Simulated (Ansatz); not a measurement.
## CBF5: molecular dynamics (part 2 of 3)

The same run, continued: CBF5; RKS BLYP/6-31G* (Ansatz 0.2.0). The geometry comes from this level: PBE0-D4/def2-TZVP.

Geometry of the input (Å):
```
F  1.2428  -1.3889  0.6657
B  0.0824  -0.8835  0.3490
F  -1.0078  -1.5814  0.5187
C  -0.0276  0.6098  -0.2570
F  -0.5944  0.5851  -1.4739
F  -0.7943  1.3831  0.5285
F  1.1601  1.2078  -0.3768
```

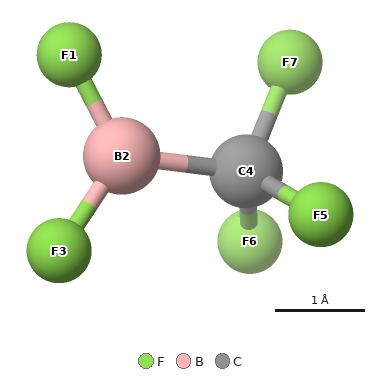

Figure 1. The geometry at step 17 of the log (ball-and-stick view, seen at a tilt; atoms are numbered from 1 in the order of the input).

Trajectory as extended XYZ, continued:
```
7
Properties=species:S:1:pos:R:3:forces:R:3 step=3 time_fs=1.5 energy=-15298.50426 temperature=478.9
F     1.2338   -1.3799    0.6570    1.7613  -0.7432   0.4367
B     0.0925   -0.8776    0.3400   -1.3120   0.7355  -0.3176
F    -1.0074   -1.5810    0.5247   -0.5042  -0.3423   0.0564
C    -0.0377    0.6061   -0.2537    0.6830  -0.9006   0.1248
F    -0.5949    0.5781   -1.4785   -0.5626  -0.0555  -1.1690
F    -0.7901    1.3812    0.5277   -1.0690   0.8921   1.0135
F     1.1657    1.2063   -0.3657    1.0034   0.4140  -0.1447
7
Properties=species:S:1:pos:R:3:forces:R:3 step=4 time_fs=2.0 energy=-15298.49514 temperature=464.8
F     1.2312   -1.3770    0.6542    2.0019  -0.8332   0.4856
B     0.0954   -0.8753    0.3369   -1.6900   0.6469  -0.2840
F    -1.0074   -1.5810    0.5268   -0.3811  -0.2554   0.0222
C    -0.0408    0.6045   -0.2525    0.8552  -0.7801  -0.0009
F    -0.5953    0.5757   -1.4803   -0.5325  -0.0362  -1.0926
F    -0.7890    1.3808    0.5276   -1.1244   0.9110   1.0279
F     1.1679    1.2059   -0.3621    0.8710   0.3471  -0.1581
7
Properties=species:S:1:pos:R:3:forces:R:3 step=5 time_fs=2.5 energy=-15298.48461 temperature=448.6
F     1.2288   -1.3743    0.6514    2.2153  -0.9118   0.5275
B     0.0980   -0.8729    0.3337   -2.0299   0.5428  -0.2407
F    -1.0074   -1.5810    0.5288   -0.2657  -0.1717  -0.0121
C    -0.0438    0.6027   -0.2513    1.0103  -0.6403  -0.1293
F    -0.5957    0.5734   -1.4823   -0.4985  -0.0179  -1.0082
F    -0.7880    1.3806    0.5278   -1.1698   0.9201   1.0339
F     1.1701    1.2055   -0.3584    0.7384   0.2788  -0.1710
7
Properties=species:S:1:pos:R:3:forces:R:3 step=6 time_fs=3.0 energy=-15298.47337 temperature=431.3
F     1.2268   -1.3717    0.6487    2.3951  -0.9761   0.5607
B     0.1000   -0.8704    0.3305   -2.3223   0.4223  -0.1866
F    -1.0075   -1.5810    0.5308   -0.1602  -0.0924  -0.0461
C    -0.0466    0.6008   -0.2501    1.1463  -0.4823  -0.2582
F    -0.5961    0.5710   -1.4843   -0.4610  -0.0004  -0.9172
F    -0.7871    1.3804    0.5280   -1.2047   0.9191   1.0311
F     1.1725    1.2052   -0.3548    0.6068   0.2098  -0.1837
7
Properties=species:S:1:pos:R:3:forces:R:3 step=7 time_fs=3.5 energy=-15298.46217 temperature=414.0
F     1.2250   -1.3691    0.6461    2.5356  -1.0239   0.5836
B     0.1016   -0.8677    0.3272   -2.5595   0.2845  -0.1209
F    -1.0076   -1.5810    0.5328   -0.0664  -0.0187  -0.0793
C    -0.0491    0.5988   -0.2490    1.2619  -0.3075  -0.3852
F    -0.5966    0.5686   -1.4866   -0.4203   0.0165  -0.8209
F    -0.7865    1.3804    0.5284   -1.2286   0.9081   1.0190
F     1.1749    1.2049   -0.3512    0.4773   0.1409  -0.1962
7
Properties=species:S:1:pos:R:3:forces:R:3 step=8 time_fs=4.0 energy=-15298.45167 temperature=397.9
F     1.2236   -1.3668    0.6436    2.6322  -1.0532   0.5948
B     0.1026   -0.8650    0.3238   -2.7354   0.1294  -0.0430
F    -1.0077   -1.5811    0.5349    0.0144   0.0484  -0.1111
C    -0.0514    0.5967   -0.2479    1.3562  -0.1177  -0.5083
F    -0.5972    0.5662   -1.4889   -0.3769   0.0332  -0.7210
F    -0.7859    1.3804    0.5289   -1.2414   0.8872   0.9974
F     1.1774    1.2046   -0.3477    0.3509   0.0728  -0.2088
7
Properties=species:S:1:pos:R:3:forces:R:3 step=9 time_fs=4.5 energy=-15298.44243 temperature=383.6
F     1.2225   -1.3645    0.6411    2.6823  -1.0629   0.5937
B     0.1029   -0.8623    0.3205   -2.8463  -0.0426   0.0468
F    -1.0078   -1.5811    0.5369    0.0813   0.1083  -0.1412
C    -0.0534    0.5946   -0.2470    1.4291   0.0845  -0.6254
F    -0.5978    0.5639   -1.4913   -0.3314   0.0497  -0.6189
F    -0.7856    1.3806    0.5295   -1.2432   0.8569   0.9666
F     1.1799    1.2044   -0.3441    0.2281   0.0061  -0.2216
7
Properties=species:S:1:pos:R:3:forces:R:3 step=10 time_fs=5.0 energy=-15298.43485 temperature=371.9
F     1.2217   -1.3624    0.6387    2.6848  -1.0527   0.5798
B     0.1027   -0.8595    0.3172   -2.8906  -0.2295   0.1479
F    -1.0080   -1.5811    0.5388    0.1337   0.1603  -0.1692
C    -0.0551    0.5925   -0.2462    1.4808   0.2962  -0.7345
F    -0.5985    0.5615   -1.4938   -0.2842   0.0666  -0.5159
F    -0.7854    1.3809    0.5303   -1.2342   0.8179   0.9266
F     1.1824    1.2041   -0.3406    0.1098  -0.0586  -0.2347
7
Properties=species:S:1:pos:R:3:forces:R:3 step=11 time_fs=5.5 energy=-15298.42913 temperature=363.1
F     1.2213   -1.3605    0.6364    2.6406  -1.0231   0.5536
B     0.1018   -0.8569    0.3139   -2.8691  -0.4286   0.2589
F    -1.0080   -1.5811    0.5408    0.1711   0.2038  -0.1947
C    -0.0565    0.5905   -0.2455    1.5122   0.5137  -0.8340
F    -0.5992    0.5592   -1.4963   -0.2356   0.0840  -0.4134
F    -0.7853    1.3813    0.5311   -1.2152   0.7710   0.8781
F     1.1850    1.2038   -0.3371   -0.0039  -0.1208  -0.2484
7
Properties=species:S:1:pos:R:3:forces:R:3 step=12 time_fs=6.0 energy=-15298.42531 temperature=357.2
F     1.2212   -1.3586    0.6342    2.5523  -0.9756   0.5159
B     0.1002   -0.8543    0.3107   -2.7848  -0.6355   0.3776
F    -1.0081   -1.5811    0.5427    0.1934   0.2383  -0.2173
C    -0.0576    0.5886   -0.2450    1.5244   0.7328  -0.9222
F    -0.5999    0.5568   -1.4989   -0.1863   0.1023  -0.3127
F    -0.7854    1.3818    0.5321   -1.1866   0.7175   0.8216
F     1.1876    1.2035   -0.3337   -0.1124  -0.1798  -0.2628
7
Properties=species:S:1:pos:R:3:forces:R:3 step=13 time_fs=6.5 energy=-15298.42328 temperature=354.1
F     1.2214   -1.3569    0.6320    2.4242  -0.9125   0.4679
B     0.0981   -0.8518    0.3075   -2.6422  -0.8450   0.5014
F    -1.0081   -1.5810    0.5446    0.2006   0.2634  -0.2366
C    -0.0584    0.5868   -0.2447    1.5189   0.9488  -0.9975
F    -0.6007    0.5545   -1.5015   -0.1364   0.1219  -0.2150
F    -0.7857    1.3824    0.5332   -1.1495   0.6586   0.7579
F     1.1901    1.2032   -0.3303   -0.2156  -0.2351  -0.2781
7
Properties=species:S:1:pos:R:3:forces:R:3 step=14 time_fs=7.0 energy=-15298.42282 temperature=353.4
F     1.2219   -1.3553    0.6299    2.2618  -0.8364   0.4115
B     0.0953   -0.8496    0.3045   -2.4476  -1.0510   0.6269
F    -1.0082   -1.5809    0.5465    0.1926   0.2785  -0.2522
C    -0.0590    0.5853   -0.2446    1.4976   1.1564  -1.0587
F    -0.6014    0.5522   -1.5042   -0.0866   0.1430  -0.1211
F    -0.7861    1.3831    0.5344   -1.1049   0.5956   0.6878
F     1.1927    1.2029   -0.3269   -0.3130  -0.2861  -0.2943
7
Properties=species:S:1:pos:R:3:forces:R:3 step=15 time_fs=7.5 energy=-15298.42363 temperature=354.6
F     1.2228   -1.3538    0.6278    2.0712  -0.7506   0.3487
B     0.0920   -0.8475    0.3016   -2.2079  -1.2465   0.7507
F    -1.0081   -1.5808    0.5484    0.1697   0.2832  -0.2639
C    -0.0592    0.5839   -0.2447    1.4621   1.3503  -1.1044
F    -0.6022    0.5499   -1.5069   -0.0369   0.1660  -0.0319
F    -0.7866    1.3838    0.5357   -1.0537   0.5300   0.6124
F     1.1952    1.2025   -0.3236   -0.4045  -0.3324  -0.3117
7
Properties=species:S:1:pos:R:3:forces:R:3 step=16 time_fs=8.0 energy=-15298.42542 temperature=357.4
F     1.2239   -1.3524    0.6258    1.8590  -0.6585   0.2816
B     0.0882   -0.8458    0.2989   -1.9307  -1.4246   0.8689
F    -1.0081   -1.5807    0.5502    0.1321   0.2772  -0.2711
C    -0.0591    0.5828   -0.2450    1.4143   1.5250  -1.1337
F    -0.6030    0.5476   -1.5096    0.0122   0.1911   0.0519
F    -0.7873    1.3846    0.5370   -0.9971   0.4633   0.5327
F     1.1976    1.2021   -0.3203   -0.4897  -0.3734  -0.3303
7
Properties=species:S:1:pos:R:3:forces:R:3 step=17 time_fs=8.5 energy=-15298.42789 temperature=361.3
F     1.2252   -1.3511    0.6238    1.6320  -0.5634   0.2124
B     0.0840   -0.8444    0.2963   -1.6237  -1.5783   0.9780
F    -1.0081   -1.5805    0.5520    0.0800   0.2600  -0.2737
C    -0.0587    0.5821   -0.2455    1.3558   1.6751  -1.1456
F    -0.6038    0.5454   -1.5123    0.0605   0.2187   0.1296
F    -0.7881    1.3855    0.5384   -0.9361   0.3967   0.4495
F     1.2000    1.2016   -0.3170   -0.5685  -0.4087  -0.3502
7
Properties=species:S:1:pos:R:3:forces:R:3 step=18 time_fs=9.0 energy=-15298.43077 temperature=365.8
F     1.2267   -1.3498    0.6218    1.3964  -0.4685   0.1431
B     0.0794   -0.8433    0.2940   -1.2940  -1.7012   1.0746
F    -1.0080   -1.5802    0.5537    0.0138   0.2314  -0.2714
C    -0.0581    0.5816   -0.2463    1.2883   1.7958  -1.1395
F    -0.6046    0.5432   -1.5149    0.1078   0.2487   0.2010
F    -0.7890    1.3864    0.5399   -0.8717   0.3316   0.3638
F     1.2023    1.2011   -0.3138   -0.6405  -0.4377  -0.3716
7
Properties=species:S:1:pos:R:3:forces:R:3 step=19 time_fs=9.5 energy=-15298.43381 temperature=370.5
F     1.2284   -1.3486    0.6199    1.1579  -0.3767   0.0755
B     0.0745   -0.8426    0.2919   -0.9485  -1.7878   1.1556
F    -1.0079   -1.5800    0.5554   -0.0658   0.1913  -0.2639
C    -0.0572    0.5816   -0.2473    1.2129   1.8827  -1.1150
F    -0.6053    0.5410   -1.5176    0.1539   0.2815   0.2658
F    -0.7900    1.3874    0.5414   -0.8049   0.2691   0.2764
F     1.2045    1.2005   -0.3106   -0.7055  -0.4602  -0.3944
7
Properties=species:S:1:pos:R:3:forces:R:3 step=20 time_fs=10.0 energy=-15298.43679 temperature=375.2
F     1.2303   -1.3475    0.6179    0.9218  -0.2902   0.0113
B     0.0694   -0.8423    0.2901   -0.5934  -1.8340   1.2187
F    -1.0079   -1.5797    0.5571   -0.1580   0.1399  -0.2512
C    -0.0560    0.5819   -0.2486    1.1307   1.9328  -1.0720
F    -0.6061    0.5388   -1.5202    0.1986   0.3170   0.3238
F    -0.7911    1.3884    0.5430   -0.7366   0.2102   0.1882
F     1.2066    1.1999   -0.3075   -0.7631  -0.4757  -0.4188
7
Properties=species:S:1:pos:R:3:forces:R:3 step=21 time_fs=10.5 energy=-15298.43948 temperature=379.4
F     1.2323   -1.3464    0.6160    0.6922  -0.2111  -0.0484
B     0.0642   -0.8424    0.2886   -0.2342  -1.8369   1.2621
F    -1.0078   -1.5794    0.5587   -0.2620   0.0775  -0.2332
C    -0.0546    0.5826   -0.2500    1.0424   1.9437  -1.0109
F    -0.6068    0.5367   -1.5227    0.2420   0.3552   0.3751
F    -0.7924    1.3894    0.5446   -0.6674   0.1555   0.1000
F     1.2087    1.1992   -0.3044   -0.8130  -0.4840  -0.4446
7
Properties=species:S:1:pos:R:3:forces:R:3 step=22 time_fs=11.0 energy=-15298.44167 temperature=382.8
F     1.2343   -1.3453    0.6141    0.4726  -0.1407  -0.1025
B     0.0589   -0.8430    0.2873    0.1244  -1.7955   1.2848
F    -1.0078   -1.5791    0.5603   -0.3763   0.0048  -0.2102
C    -0.0530    0.5837   -0.2516    0.9485   1.9144  -0.9324
F    -0.6075    0.5346   -1.5253    0.2838   0.3961   0.4199
F    -0.7937    1.3904    0.5462   -0.5981   0.1058   0.0122
F     1.2106    1.1984   -0.3014   -0.8550  -0.4849  -0.4718
7
Properties=species:S:1:pos:R:3:forces:R:3 step=23 time_fs=11.5 energy=-15298.44312 temperature=385.1
F     1.2365   -1.3443    0.6121    0.2659  -0.0800  -0.1503
B     0.0536   -0.8439    0.2863    0.4777  -1.7107   1.2867
F    -1.0079   -1.5787    0.5619   -0.4993  -0.0772  -0.1823
C    -0.0513    0.5851   -0.2535    0.8493   1.8454  -0.8375
F    -0.6081    0.5326   -1.5277    0.3242   0.4394   0.4583
F    -0.7950    1.3915    0.5478   -0.5291   0.0613  -0.0746
F     1.2124    1.1976   -0.2985   -0.8887  -0.4782  -0.5004
7
Properties=species:S:1:pos:R:3:forces:R:3 step=24 time_fs=12.0 energy=-15298.44358 temperature=385.9
F     1.2386   -1.3432    0.6102    0.0739  -0.0296  -0.1913
B     0.0485   -0.8452    0.2856    0.8217  -1.5848   1.2684
F    -1.0080   -1.5784    0.5635   -0.6287  -0.1670  -0.1502
C    -0.0493    0.5870   -0.2555    0.7449   1.7383  -0.7277
F    -0.6087    0.5306   -1.5301    0.3630   0.4849   0.4907
F    -0.7965    1.3926    0.5494   -0.4609   0.0222  -0.1598
F     1.2141    1.1968   -0.2956   -0.9139  -0.4640  -0.5302
7
Properties=species:S:1:pos:R:3:forces:R:3 step=25 time_fs=12.5 energy=-15298.44283 temperature=384.8
F     1.2408   -1.3422    0.6082   -0.1017   0.0103  -0.2254
B     0.0435   -0.8469    0.2852    1.1522  -1.4219   1.2310
F    -1.0082   -1.5782    0.5651   -0.7619  -0.2627  -0.1145
C    -0.0472    0.5892   -0.2576    0.6354   1.5957  -0.6048
F    -0.6093    0.5287   -1.5325    0.4004   0.5323   0.5177
F    -0.7980    1.3936    0.5509   -0.3940  -0.0115  -0.2430
F     1.2157    1.1958   -0.2928   -0.9304  -0.4422  -0.5610
7
Properties=species:S:1:pos:R:3:forces:R:3 step=26 time_fs=13.0 energy=-15298.44068 temperature=381.6
F     1.2429   -1.3411    0.6061   -0.2600   0.0398  -0.2525
B     0.0388   -0.8488    0.2851    1.4653  -1.2274   1.1767
F    -1.0085   -1.5779    0.5666   -0.8958  -0.3619  -0.0761
C    -0.0450    0.5917   -0.2599    0.5208   1.4213  -0.4710
F    -0.6098    0.5269   -1.5348    0.4362   0.5812   0.5396
F    -0.7996    1.3947    0.5525   -0.3285  -0.0399  -0.3240
F     1.2172    1.1948   -0.2900   -0.9381  -0.4131  -0.5927
7
Properties=species:S:1:pos:R:3:forces:R:3 step=27 time_fs=13.5 energy=-15298.43701 temperature=376.0
F     1.2451   -1.3401    0.6041   -0.4004   0.0592  -0.2727
B     0.0344   -0.8511    0.2852    1.7566  -1.0080   1.1077
F    -1.0089   -1.5777    0.5681   -1.0267  -0.4620  -0.0361
C    -0.0427    0.5945   -0.2623    0.4014   1.2197  -0.3286
F    -0.6103    0.5251   -1.5370    0.4706   0.6312   0.5571
F    -0.8012    1.3958    0.5539   -0.2646  -0.0633  -0.4025
F     1.2186    1.1938   -0.2873   -0.9369  -0.3770  -0.6249
7
Properties=species:S:1:pos:R:3:forces:R:3 step=28 time_fs=14.0 energy=-15298.43180 temperature=368.1
F     1.2471   -1.3390    0.6020   -0.5224   0.0691  -0.2863
B     0.0304   -0.8536    0.2856    2.0217  -0.7708   1.0269
F    -1.0094   -1.5776    0.5696   -1.1506  -0.5598   0.0042
C    -0.0403    0.5975   -0.2647    0.2773   0.9959  -0.1801
F    -0.6107    0.5235   -1.5391    0.5036   0.6817   0.5709
F    -0.8028    1.3968    0.5554   -0.2027  -0.0821  -0.4781
F     1.2198    1.1927   -0.2847   -0.9269  -0.3341  -0.6575
7
Properties=species:S:1:pos:R:3:forces:R:3 step=29 time_fs=14.5 energy=-15298.42512 temperature=357.9
F     1.2491   -1.3379    0.5999   -0.6259   0.0700  -0.2934
B     0.0269   -0.8562    0.2862    2.2558  -0.5236   0.9374
F    -1.0101   -1.5775    0.5711   -1.2632  -0.6520   0.0434
C    -0.0378    0.6008   -0.2672    0.1490   0.7552  -0.0279
F    -0.6110    0.5219   -1.5412    0.5352   0.7323   0.5815
F    -0.8045    1.3979    0.5568   -0.1427  -0.0968  -0.5507
F     1.2209    1.1916   -0.2822   -0.9083  -0.2851  -0.6902
7
Properties=species:S:1:pos:R:3:forces:R:3 step=30 time_fs=15.0 energy=-15298.41719 temperature=345.8
F     1.2511   -1.3369    0.5977   -0.7110   0.0626  -0.2946
B     0.0239   -0.8590    0.2870    2.4543  -0.2742   0.8423
F    -1.0109   -1.5775    0.5727   -1.3599  -0.7352   0.0800
C    -0.0353    0.6042   -0.2697    0.0173   0.5028   0.1254
F    -0.6113    0.5204   -1.5432    0.5655   0.7824   0.5897
F    -0.8061    1.3989    0.5581   -0.0848  -0.1079  -0.6201
F     1.2219    1.1904   -0.2798   -0.8814  -0.2305  -0.7226
```
